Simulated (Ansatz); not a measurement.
Base system: SnTe in the rock salt structure (space group Fm-3m, No. 225; a = 6.3712 Å). Axes: x, y, z lie along the cube axes.

The change: biaxial strain +3.11 %, plane normal [001], relaxed out of plane (Cartesian); in-plane vectors clamped, the third vector and the atoms free.

Calculations: r2SCAN in Ansatz (plane waves to 500 eV, PAW, no spin-orbit coupling), earlier PAW set.

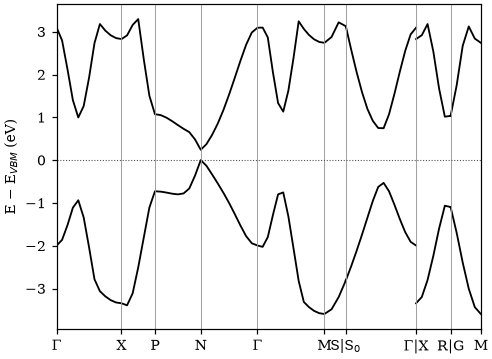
*Highest valence and lowest conduction band along the path of the changed cell's own zone*

The gap is 0.24 eV, direct at N; the base has 0.13 eV.

Spin-orbit coupling, missing from the scalar runs, can matter with Te. No phonon test of stability was made. The zero or small gap of SnTe can change with the level of theory. k-point labels follow each cell's own Brillouin zone.

Ansatz is a program for electronic structure.
